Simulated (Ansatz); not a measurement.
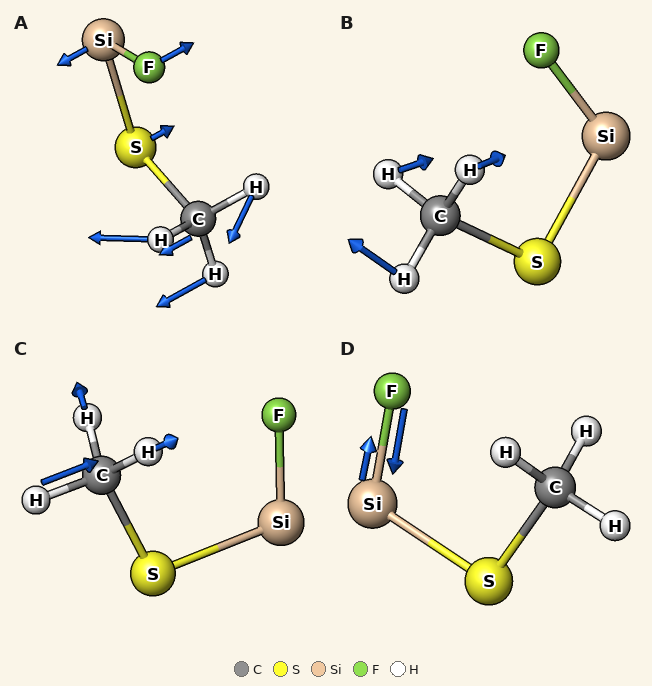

4 normal modes of one molecule or complex, as arrows. Harmonic vibrations computed with RKS PBE0-D4/def2-TZVP (Ansatz 0.2.0) at a stationary point of the same level. It is a saddle point of order 1.

Question: Match the panels to the wavenumbers 145 cm⁻¹, 819 cm⁻¹, 971 cm⁻¹, 3177 cm⁻¹.

Answer: A: 145 cm⁻¹, a torsion or out-of-plane motion in which bond lengths and bond angles hardly change
B: 971 cm⁻¹, H–C–S bending
C: 3177 cm⁻¹, out-of-phase stretching of 3 C–H bonds
D: 819 cm⁻¹, F–Si stretching
